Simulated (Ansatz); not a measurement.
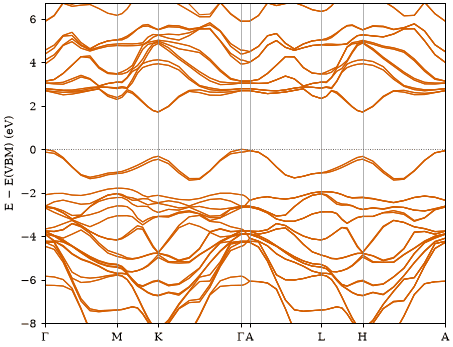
*Band structure from PBE+D3(BJ) with spin–orbit coupling in the plane-wave PAW code Ansatz*

Task: Read off the gap and where the band edges lie.

Result: About 1.7 eV (1.72 eV by a search for the band edges); maximum at Γ, minimum at H.

The material is Si2MoN4 in space group P6_3/mmc (No. 194; Mo on 2c, N on 4f, Si on 4f, N on 4e).

The start of the workflow was typed in or built on a structure type; neither database checked (COD, Materials Project) lists it. Its standing as an ambient phase is unchecked. The PBE+D3(BJ) relaxation kept the symmetry of its start; whether a distortion lowers the energy is not shown. The workflow began spin-polarised and lost its moments.

Potentials: the later of the program's two PAW sets.
